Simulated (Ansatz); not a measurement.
GaP₂ (doublet)

The calculation's input:

```
crystal:
  periodic: [false, false, false]
  atoms:
    - {symbol: Ga, position_ang: [-1.292422, 0.807226, 0.532396]}
    - {symbol: P, position_ang: [1.206461, 0.060489, 0.390700]}
    - {symbol: P, position_ang: [0.085961, -0.867715, -0.923096]}
basis:
  gaussian: {orbitals: def2-TZVP, initial_orbitals: start.molden}
magnetization: {spin_polarized: true, initial_magnetization: 1}
hamiltonian: {xc: pbe0, dispersion: d4}
output: {orbitals: {seedname: orbitals}}
```

Command:

```sh
ansatz run in.yaml --threads 4 --pin off --events-out ev --progress --plain --max-ram 3916MiB
```

Geometry: PBE0-D4/def2-TZVP.

Computed with UKS PBE0-D4/def2-TZVP (Ansatz).

What will maps of the electron density, electron localisation function and spin density show?

Answer. P–P (1.96 Å): the density is about 1.1 e/Å³ at the midpoint; the ELF peaks at about 0.85 between the atoms; localised, covalent bonding.
Ga–P (2.61 Å): ρ at the midpoint is about 0.34 e/Å³; the ELF peaks at about 0.75 in the valence shell of P, 1.0 Å from its nucleus, and is about 0.50 at the midpoint.
The unpaired spin (1 electron) lies mostly on P2 (about 0.4), P3 (about 0.4) and Ga1 (about 0.3), in electrons by Hirshfeld's partition.

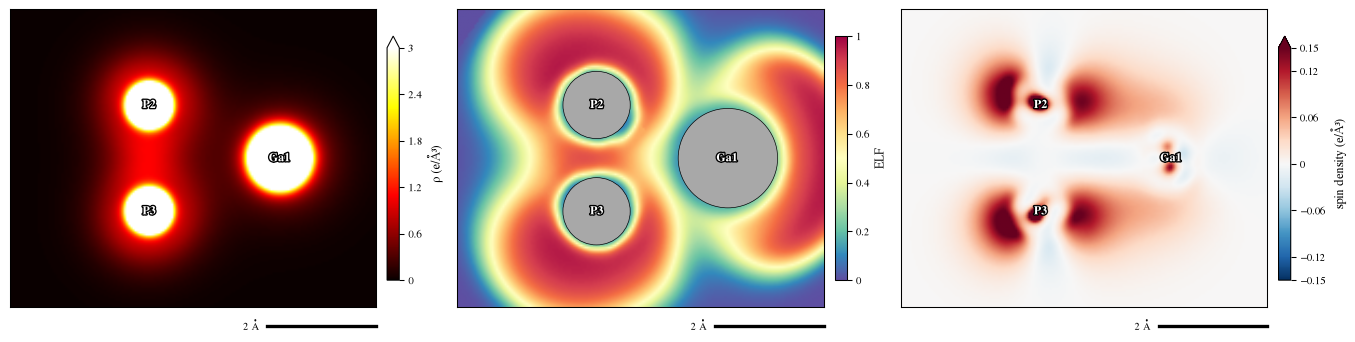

Computed electron density, electron localisation function and spin density on the molecular plane, in this order. Grey discs cover the atomic cores in the ELF map. 
